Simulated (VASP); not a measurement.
Band structure of Ti3Al (space group P6_3/mmc). Calculation: PBE GGA, VASP's PBE PAW potentials (set 64) (plane waves; VASP).

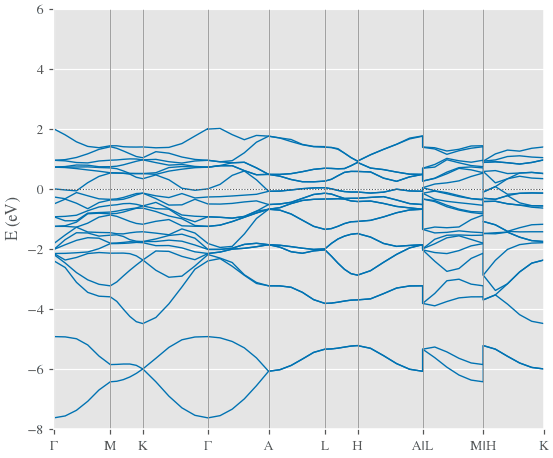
Figure. Bands along high-symmetry lines, zero at the valence-band maximum or, without a gap, the Fermi level

Q: Read the plot: is there a gap, and where are the band edges?

A: It has no gap at this level: it comes out as a metal or semimetal.

The structure comes from a computed database's Ti3Al entry (P6_3/mmc); how it stands against other phases isn't given here. The cell was not relaxed at this level.
